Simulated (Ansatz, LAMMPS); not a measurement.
# Glassy Na2Si4O9 (90 atoms): geometry optimisation, part 3 of 3

Wanted: the relaxed structure of glassy Na2Si4O9 (90 atoms) and its electronic structure.

Ansatz 0.2.0; Kohn-Sham DFT, PBE, PAW (set soft_2), plane waves.

The cell: 12 Na, 54 O and 24 Si. The quench rate of 10 K/ps is orders of magnitude faster than experiment. The network of bonds at the start is that of the classical potential that made the cell. Only the Γ point is sampled, in a cell whose shortest periodic width is 11 Å.

So far, density (g/cm³): step 5 (distances and neighbours after relaxation) 2.38.

### 6. Single point at the relaxed geometry

The electronic structure is read at the final geometry, in a run of its own.

input.yaml

```yaml
crystal:
  lattice:
    - [10.8166, 0.0, 0.0]
    - [0.0, 10.8166, 0.0]
    - [0.0, 0.0, 10.8166]
  atoms:
    - { symbol: Na, position: [0.17431, 0.31354, 0.53737] }
    - { symbol: Na, position: [0.69354, 0.32583, 0.11449] }
    - { symbol: Na, position: [0.56783, 0.23941, 0.78709] }
    - { symbol: Na, position: [0.22146, 0.75251, 0.14939] }
    - { symbol: Na, position: [0.80711, 0.50578, 0.5999] }
    - { symbol: Na, position: [0.988, 0.49044, 0.10585] }
    - { symbol: Na, position: [0.61424, 0.69302, 0.66817] }
    - { symbol: Na, position: [0.02149, 0.49476, 0.37377] }
    - { symbol: Na, position: [0.2787, 0.07955, 0.69028] }
    - { symbol: Na, position: [0.49145, 0.82219, 0.16912] }
    - { symbol: Na, position: [0.77907, 0.18606, 0.55518] }
    - { symbol: Na, position: [0.24838, 0.20507, 0.27307] }
    - { symbol: O, position: [0.8834, 0.36393, 0.25787] }
    - { symbol: O, position: [0.37019, 0.5694, 0.83816] }
    - { symbol: O, position: [0.62652, 0.96868, 0.79759] }
    - { symbol: O, position: [0.76334, 0.38413, 0.91364] }
    - { symbol: O, position: [0.57804, 0.7228, 0.36045] }
    - { symbol: O, position: [0.80807, 0.69601, 0.25566] }
    - { symbol: O, position: [0.96693, 0.34956, 0.78362] }
    - { symbol: O, position: [0.41476, 0.71576, 0.54663] }
    - { symbol: O, position: [0.06388, 0.01399, 0.00684] }
    - { symbol: O, position: [0.07179, 0.8207, 0.86981] }
    - { symbol: O, position: [0.31987, 0.40271, 0.13612] }
    - { symbol: O, position: [0.96885, 0.93069, 0.47287] }
    - { symbol: O, position: [0.93287, 0.80608, 0.07231] }
    - { symbol: O, position: [0.21406, 0.38578, 0.35745] }
    - { symbol: O, position: [0.78257, 0.76382, 0.49586] }
    - { symbol: O, position: [0.55382, 0.53338, 0.50203] }
    - { symbol: O, position: [0.47853, 0.30438, 0.45148] }
    - { symbol: O, position: [0.58288, 0.53556, 0.95907] }
    - { symbol: O, position: [0.162, 0.24876, 0.01224] }
    - { symbol: O, position: [0.27246, 0.91482, 0.53268] }
    - { symbol: O, position: [0.39321, 0.68242, 0.05678] }
    - { symbol: O, position: [0.72275, 0.91866, 0.31941] }
    - { symbol: O, position: [0.67729, 0.8057, 0.07454] }
    - { symbol: O, position: [0.47378, 0.12937, 0.62596] }
    - { symbol: O, position: [0.92165, 0.21538, 0.97979] }
    - { symbol: O, position: [0.01479, 0.47092, 0.57905] }
    - { symbol: O, position: [0.85919, 0.95067, 0.88747] }
    - { symbol: O, position: [0.02138, 0.16741, 0.19165] }
    - { symbol: O, position: [0.37653, 0.08973, 0.39714] }
    - { symbol: O, position: [0.04888, 0.5865, 0.80163] }
    - { symbol: O, position: [0.6686, 0.34914, 0.6122] }
    - { symbol: O, position: [0.36144, 0.32914, 0.89626] }
    - { symbol: O, position: [0.80765, 0.96305, 0.64692] }
    - { symbol: O, position: [0.94145, 0.16753, 0.41426] }
    - { symbol: O, position: [0.5551, 0.04005, 0.18502] }
    - { symbol: O, position: [0.81314, 0.59487, 0.02782] }
    - { symbol: O, position: [0.60052, 0.18273, 0.98544] }
    - { symbol: O, position: [0.79012, 0.16479, 0.78194] }
    - { symbol: O, position: [0.0983, 0.12023, 0.59433] }
    - { symbol: O, position: [0.32357, 0.86835, 0.28873] }
    - { symbol: O, position: [0.15048, 0.03581, 0.36341] }
    - { symbol: O, position: [0.37453, 0.16964, 0.08713] }
    - { symbol: O, position: [0.2003, 0.41049, 0.73331] }
    - { symbol: O, position: [0.61889, 0.10888, 0.41835] }
    - { symbol: O, position: [0.37607, 0.57445, 0.32746] }
    - { symbol: O, position: [0.39421, 0.88991, 0.73507] }
    - { symbol: O, position: [0.77484, 0.14507, 0.23347] }
    - { symbol: O, position: [0.53137, 0.74999, 0.85928] }
    - { symbol: O, position: [0.75228, 0.59463, 0.77787] }
    - { symbol: O, position: [0.45319, 0.97369, 0.96627] }
    - { symbol: O, position: [0.96172, 0.76616, 0.65727] }
    - { symbol: O, position: [0.1495, 0.57106, 0.21106] }
    - { symbol: O, position: [0.43442, 0.40025, 0.67417] }
    - { symbol: O, position: [0.20661, 0.73517, 0.68299] }
    - { symbol: Si, position: [0.85869, 0.28034, 0.85998] }
    - { symbol: Si, position: [0.66652, 0.05321, 0.28563] }
    - { symbol: Si, position: [0.30715, 0.29444, 0.03337] }
    - { symbol: Si, position: [0.88268, 0.85652, 0.56829] }
    - { symbol: Si, position: [0.90417, 0.21964, 0.27516] }
    - { symbol: Si, position: [0.0447, 0.15899, 0.0446] }
    - { symbol: Si, position: [0.32387, 0.80929, 0.62457] }
    - { symbol: Si, position: [0.76976, 0.01124, 0.78596] }
    - { symbol: Si, position: [0.9783, 0.89655, 0.96127] }
    - { symbol: Si, position: [0.79773, 0.73174, 0.10183] }
    - { symbol: Si, position: [0.46615, 0.63479, 0.9419] }
    - { symbol: Si, position: [0.26112, 0.48622, 0.25974] }
    - { symbol: Si, position: [0.46994, 0.63504, 0.42566] }
    - { symbol: Si, position: [0.04474, 0.06471, 0.46993] }
    - { symbol: Si, position: [0.05419, 0.45774, 0.71915] }
    - { symbol: Si, position: [0.28525, 0.96582, 0.38831] }
    - { symbol: Si, position: [0.34053, 0.43335, 0.78597] }
    - { symbol: Si, position: [0.07249, 0.72699, 0.75184] }
    - { symbol: Si, position: [0.50204, 0.89634, 0.84591] }
    - { symbol: Si, position: [0.72814, 0.53801, 0.90959] }
    - { symbol: Si, position: [0.53826, 0.39227, 0.56066] }
    - { symbol: Si, position: [0.72193, 0.77308, 0.35323] }
    - { symbol: Si, position: [0.50494, 0.09485, 0.05019] }
    - { symbol: Si, position: [0.485, 0.1535, 0.48237] }
kpoints:
  mp_grid: { grid: [1, 1, 1] }
hamiltonian:
  xc: pbe
scf:
  occupations: { method: fixed }
output:
  forces: true
  stress: true
  populations: true
  dos:
    method: { smearing: { sigma: 0.08 } }
    de: 0.1
    projected: { site_lists: { Na: [Na], O: [O], Si: [Si] } }
  eigenvalues: true
  write_density: true
  write_potential: true
  volumetric_format: npy
  elf: true
```

Started as:

```sh
$ ansatz run input.yaml --threads 4 --pin off --max-ram 8192MiB --backend cpu --events-out ev --progress --plain --runs-dir out
```

Numbers of over 12 decimals in the logs are rounded to 6 here.

The program printed:

```text
[...]
Crystal: 90 atoms, lattice volume = 1265.530 Å³
Basis set: ecut = 420 eV, 24837 PW (Γ), exchange–correlation on 150×150×150 points (8 copies of the dense FFT grid, shifted against one another)
Bands: 354, of which v1, the nominal top of the filled ones, is band 264 counted from 1 (263 counted from 0)
Symmetry: 1 space group operations
[...]
k-points: 1
[...]
SCF iter   1: F=—  HF=-63832.529331 eV  |F-HF|=—  |Δ(HF+E_count)|=         —  Δρ=1.73e-3  dr2=5.22e-2  ethr=1.77e-3  ⟨swp⟩=4.0  Hψ=1347  notcnv=0  defer=85
[...]
SCF iter   9: F=-63832.523312 eV  HF=-63832.523312 eV  |F-HF|=1.49e-8  |Δ(HF+E_count)|=   7.62e-8  Δρ=2.09e-6  dr2=4.60e-8  ethr=1.89e-11  ⟨swp⟩=19.0  Hψ=3232  notcnv=0
SCF 1 converged in 9 iterations: F = -63832.523312 eV  dr2 = 4.60e-8
[...]
SCF converged after 9 iterations
Free energy (F): -63832.523312 eV
[...]
Internal energy: -63832.523312 eV  (E = F + TS)
E sigma→0 (E₀):  -63832.523312 eV
Fermi energy:    3.247981 eV
[...]
--- Forces (eV/Å), atoms counted from 1 ---
  atom   1  Na     0.00024730    -0.00276640     0.00196824
  atom   2  Na    -0.00225108    -0.00799881     0.00448670
  atom   3  Na    -0.00168907     0.00407157    -0.00004403
  atom   4  Na     0.01429705     0.00388739     0.00533735
  atom   5  Na     0.01255409    -0.01019535    -0.00469916
  atom   6  Na    -0.01177008     0.00457403    -0.00620394
  atom   7  Na    -0.01905567     0.00278637     0.00164217
  atom   8  Na     0.00047127    -0.00253914     0.00314104
  atom   9  Na     0.00751787    -0.00476073     0.00186240
  atom  10  Na     0.00358734     0.00428789    -0.00064549
  atom  11  Na    -0.00362142    -0.00156464    -0.00507579
  atom  12  Na     0.00473782    -0.01013489     0.00217651
  atom  13  O      0.01368657    -0.00663316     0.00047317
  atom  14  O     -0.01222779     0.00284731     0.00252851
[...]
atom  89  Si     0.00471592     0.00187537     0.01057415
  atom  90  Si     0.00232023    -0.00688105     0.01082694
  max |Σ_I F_I| component: 1.00e-4 eV/Å
--- Stress (GPa, compression-positive) ---
       -0.652176      -1.840811      -0.444835
       -1.840809      -0.089655      -1.672519
       -0.444834      -1.672520       0.340383
  P = ⅓ Tr σ = -0.1338 GPa (-1.338 kbar)
--- Band table (eV) ---
[...]
--- Löwdin populations: 90 sites ---
  site symbol       q [e]
     0     Na      8.1898
     1     Na      8.1612
     2     Na      8.2004
[...]
89     Si      2.3499
  spilling = 0.010842 (of n_electrons = 528.000000)
```

It took 19 s on 4 threads of Arm Neoverse V2, shared host; peak memory 1.5 GiB.

Read from the output:

| Item | Value |
| --- | --- |
| free energy | -63832.5233 eV |
| free energy per atom | -709.2503 eV/atom |
| SCF cycles | 9 |
| pressure | -0.1338 GPa |
| r.m.s. force component | 0.01192 eV/Å |
| longest force | 0.04379 eV/Å |
| Fermi energy | 3.248 eV |
| gap (highest filled to lowest empty level) | 3.459 eV |
| spilling of the projection | 0.01084 |

Löwdin charges by element and coordination (they lack the spilled electrons, 0.064 e an atom on average):

| element | coordination | atoms | mean charge (e) | spread | least | most |
| --- | --- | --- | --- | --- | --- | --- |
| Na | all | 12 | 0.814 | 0.0122 | 0.790 | 0.839 |
| Na | 3 | 3 | 0.813 | 0.0065 | 0.804 | 0.818 |
| Na | 4 | 4 | 0.820 | 0.0123 | 0.808 | 0.839 |
| Na | 5 | 2 | 0.820 | 0.003 | 0.817 | 0.823 |
| Na | 6 | 3 | 0.803 | 0.0124 | 0.790 | 0.820 |
| O | all | 54 | -0.835 | 0.0667 | -1.01 | -0.769 |
| O | 2 | 19 | -0.795 | 0.0271 | -0.905 | -0.769 |
| O | 3 | 29 | -0.838 | 0.0557 | -0.956 | -0.785 |
| O | 4 | 6 | -0.950 | 0.068 | -1.01 | -0.803 |
| Si | all | 24 | 1.71 | 0.0517 | 1.62 | 1.79 |

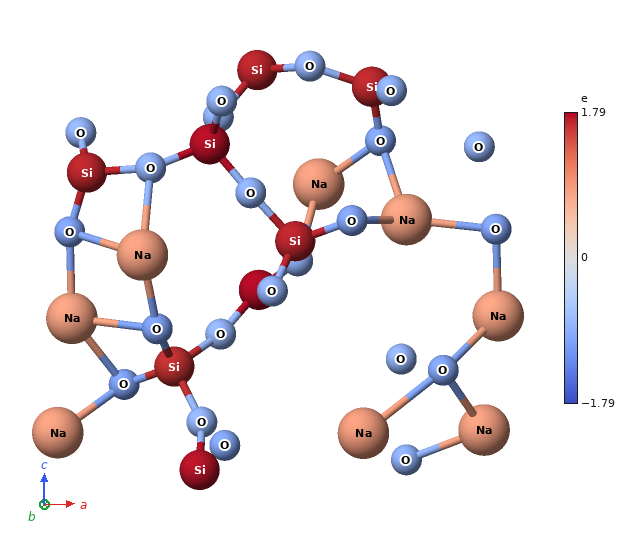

Atoms coloured by Löwdin charge. Drawn is a slice 5 Å thick, seen along the normal of the ac plane. Bonds to atoms that aren't drawn are left out.

States in the cell by windows of 1 eV, zero at the Fermi level; the larger projections on atomic orbitals stand beside the total:

| from (eV) | to (eV) | total | O p | Si p | O s |
| --- | --- | --- | --- | --- | --- |
| -18 | -17 | 0.2 | 0.0 | 0.0 | 0.1 |
| -17 | -16 | 20.2 | 0.5 | 2.5 | 15.6 |
| -16 | -15 | 3.6 | 0.1 | 0.5 | 2.9 |
| -15 | -11 | 0.0 | 0.0 | 0.0 | 0.0 |
| -11 | -10 | 7.1 | 4.6 | 0.3 | 0.3 |
| -10 | -9 | 10.9 | 7.3 | 0.7 | 0.5 |
| -9 | -8 | 12.1 | 8.4 | 1.3 | 0.6 |
| -8 | -7 | 23.8 | 17.6 | 3.9 | 0.6 |
| -7 | -6 | 25.9 | 20.1 | 5.1 | 0.2 |
| -6 | -5 | 9.7 | 7.7 | 1.4 | 0.4 |
| -5 | -4 | 52.4 | 44.0 | 4.3 | 2.2 |
| -4 | -3 | 59.1 | 53.3 | 2.6 | 1.4 |
| -3 | -2 | 61.7 | 57.8 | 1.4 | 0.9 |
| -2 | -1 | 30.6 | 28.7 | 0.7 | 0.3 |
| -1 | 0 | 30.3 | 28.5 | 1.0 | 0.1 |
| 0 | 1 | 0.5 | 0.5 | 0.0 | 0.0 |
| 1 | 3 | 0.0 | 0.0 | 0.0 | 0.0 |
| 3 | 4 | 2.0 | 0.0 | 0.0 | 0.5 |
| 4 | 5 | 1.9 | 0.2 | 0.3 | 0.3 |

The curve was stored every 0.10 eV, coarse against its broadening of 0.08 eV, so these counts are rough.

With fixed occupations the program's Fermi level is the highest filled level; weight inside the gap is the broadening of levels at its edges.

Between -26 and -18 eV lie 156 more states.

The stored curve holds about 504 of the 528 electrons; the rest, give or take the few that broadening carries across the Fermi level, lie in deeper levels below its range.

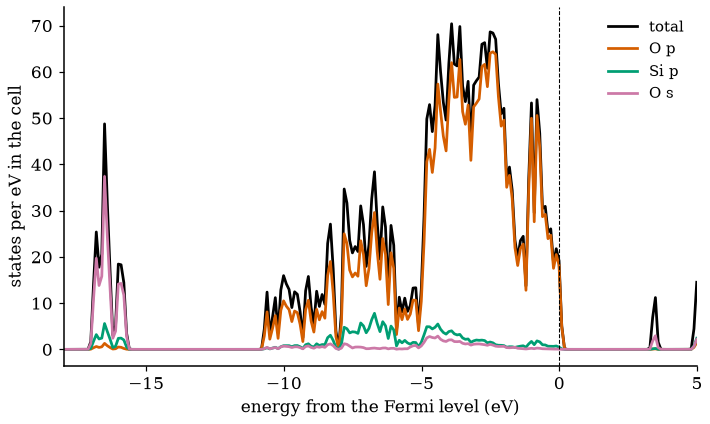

Total and projected density of states, with the broadening of the input.

The levels nearest the highest filled one (over half full), pooled over k-points and spins:

| level less the highest filled one (eV) | occupation |
| --- | --- |
| -0.447 | 2 |
| -0.344 | 2 |
| -0.302 | 2 |
| -0.177 | 2 |
| -0.0843 | 2 |
| 0 | 2 |
| 3.46 | 0 |
| 4.98 | 0 |
| 5.11 | 0 |
| 5.20 | 0 |
| 5.37 | 0 |
| 5.51 | 0 |

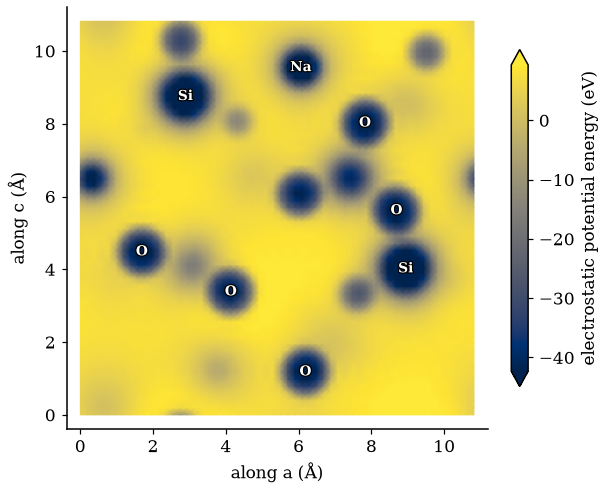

Electrostatic potential energy in the ac plane at fractional y = 0.168, with atoms of Na and O and Si within 0.2 Å of it. With pseudopotentials it is smooth inside the atoms' cores, unlike the true potential. The map starts off the cell's origin, so that atoms lie inside it.

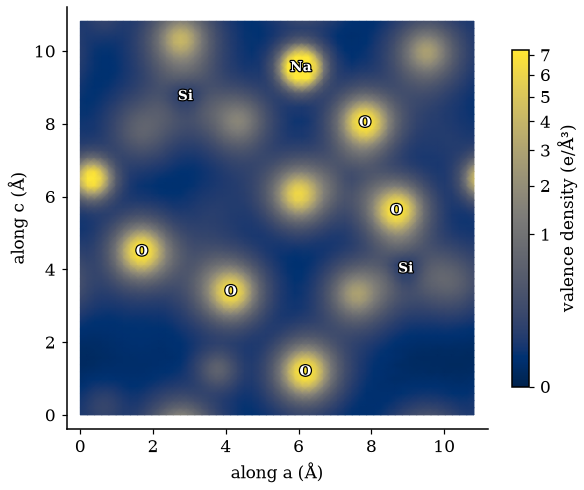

Valence density in the ac plane at fractional y = 0.168, with atoms of Na and O and Si within 0.2 Å of it. It is the smooth field of the valence electrons, not physical close to the nuclei. The map starts off the cell's origin, so that atoms lie inside it. The colour scale is stretched toward low values.

Mean Löwdin charges: Na +0.81, O -0.84, Si +1.71 e (they miss 1.1 % of the electrons, so they add up to more than the cell's charge).

The surroundings of Na7, which has 5 bonded neighbours where the commonest count for Na is 4, nearest first, numbered as they follow in the input and with coordinates relative to it.

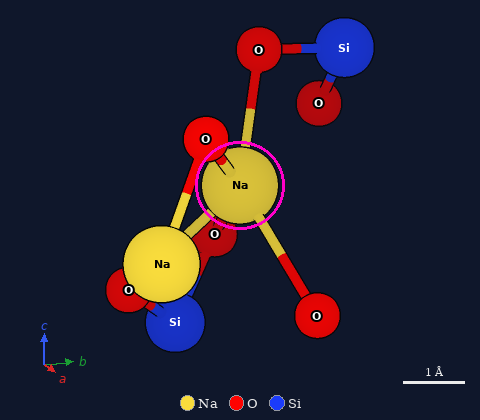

The atoms of the table, within 3.3 Å (arrows a, b, c point along x, y, z); some may hide others; the central atom is ringed.

| atom | x | y | z | distance (Å) | bonds | Löwdin charge (e) |
| --- | --- | --- | --- | --- | --- | --- |
| Na7 | 0.00 | 0.00 | 0.00 | 0.00 | 5 | 0.82 |
| O61 | 1.49 | -1.06 | 1.19 | 2.18 | 3 | -0.96 |
| O60 | -0.90 | 0.62 | 2.07 | 2.34 | 3 | -0.81 |
| O20 | -2.16 | 0.25 | -1.31 | 2.54 | 3 | -0.81 |
| O28 | -0.65 | -1.73 | -1.80 | 2.58 | 3 | -0.82 |
| O27 | 1.82 | 0.77 | -1.86 | 2.72 | 3 | -0.81 |
| Na5 | 2.09 | -2.03 | -0.74 | 3.00 | 3 | 0.80 |
| Si79 | -1.56 | -0.63 | -2.62 | 3.12 | 4 | 1.75 |
| Si85 | -1.21 | 2.20 | 1.92 | 3.16 | 4 | 1.75 |
| O58 | -2.38 | 2.13 | 0.72 | 3.27 | 3 | -0.80 |

The column of bonds counts only the pairs O-Si within 2.08 Å, O-Na within 2.88 Å; other neighbours, such as metal atoms beside each other in a compound, aren't counted, and periodic images can show an atom twice.

### 7. Other settings

Changed here: basis.ecutrho_ratio = 12, hamiltonian.pseudopotentials.kind = "nc" and total_charge = -1.

This step: Kohn-Sham DFT, PBE, norm-conserving pseudopotentials, plane waves (Ansatz 0.2.0).

input.yaml

```yaml
crystal:
  lattice:
    - [10.8166, 0.0, 0.0]
    - [0.0, 10.8166, 0.0]
    - [0.0, 0.0, 10.8166]
  atoms:
    [... the 90 atom lines of step 3 ...]
kpoints:
  mp_grid: { grid: [1, 1, 1] }
hamiltonian:
  xc: pbe
  pseudopotentials: { kind: nc }
scf:
  occupations: { method: fixed }
output:
  forces: true
  stress: true
  populations: true
  dos:
    method: { smearing: { sigma: 0.1 } }
    de: 0.1
    projected: { site_lists: { Na: [Na], O: [O], Si: [Si] } }
  eigenvalues: true
basis:
  ecutrho_ratio: 12
total_charge: -1
```

The program printed:

```text
Error: inconsistent input (scf.occupations.method, magnetization): a σ = 0 step fill (method: fixed, or a smearing width below the step floor) cannot realise an odd electron count (529) without a locked total moment — the per-k integer fill puts the same N_el/2 bands in each spin channel; [...]
```

Run time: 0.04 s. Hardware: 4 threads; peak memory 0.047 GiB.

The input was rejected at the start.

The program's message: “Error: inconsistent input (scf.occupations.method, magnetization): a σ = 0 step fill (method: fixed, or a smearing width below the step floor) cannot realise an odd electron count (529) without a lock …”

Runs without a result: basis.ecutrho_ratio = 12, hamiltonian.pseudopotentials.kind = "nc" and total_charge = -1 (refused).

### 8. Results

| Item | Value |
| --- | --- |
| energy change in the relaxation | -85.08 meV/atom |
| r.m.s. displacement | 0.303 Å |
| largest displacement | 0.817 Å |
| free energy per atom | -709.2503 eV/atom |
| pressure | -0.1338 GPa |
| r.m.s. force component | 0.01192 eV/Å |
| gap (highest filled to lowest empty level) | 3.459 eV |
| wall time of the 3 DFT runs | 2 min |

**Reading.** Relaxation lowers the energy by 85.1 meV/atom and moves atoms by 0.30 Å r.m.s.; the r.m.s. force component goes from 1.3 to 0.012 eV/Å, the pressure goes from 5.0 to -0.13 GPa, and the gap from 2.87 to 3.46 eV. By the final cutoffs 3 of 145 bonded pairs parted and 7 joined. First to last step the energy falls by 7.657 eV; the largest move, 0.82 Å, is that of Na11. The O-Na bonds change most in mean length: from 2.442 Å (spread 0.213) to 2.396 Å (spread 0.155), and their number from 49 to 53. Counting bonds as in the table, 33 % of Na atoms have 4, 54 % of O atoms have 3 and all Si atoms have 4 bonded neighbours. 78 % of the oxygens bridge two formers (Si) and 22 % are non-bridging. Between filled and empty levels lie 3.46 eV (at Γ alone); a semilocal functional tends to put such gaps too low. In a disordered cell it changes from sample to sample, and tail or defect levels can set it.

**Limits.** The network of bonds at the start is that of the classical potential that made the cell; in DFT 3 of its 145 bonded pairs passed out of the cutoffs and 7 came within them.

Calculation beside experiment:

| quantity | measured | this cell | difference | method of the measurement |
| --- | --- | --- | --- | --- |
| nearest Na–O distance | 2.425 Å | 2.29 Å | -5.6 % | neutron diffraction |
| nearest Si–Na distance | 3.8 Å | 3.42 Å | -10.0 % | Na K-edge XAFS |
| nearest Na–Na distance | 3.2 Å | 3.04 Å | -5.0 % | Na K-edge XAFS |

The cell differs from the measured distances by up to 10.0 %. Distances of this cell are positions of the first main peak of g(r), or bond means where the peak is narrow; means over all bonds within a cutoff lie farther out for broad shells. The network comes from the model that made the cell; in DFT 3 of its 145 bonded pairs passed out of the cutoffs and 7 came within them.

[Logs are printed without paths, hosts, clocks, repeated set-up lines and the standing remarks that a program may print on its own settings, such as how far it seeks lower states.]

[Hosts, paths, dates, database ids (printed as entryN), source tags and the programs' standing remarks are cut or masked in the printed files.]
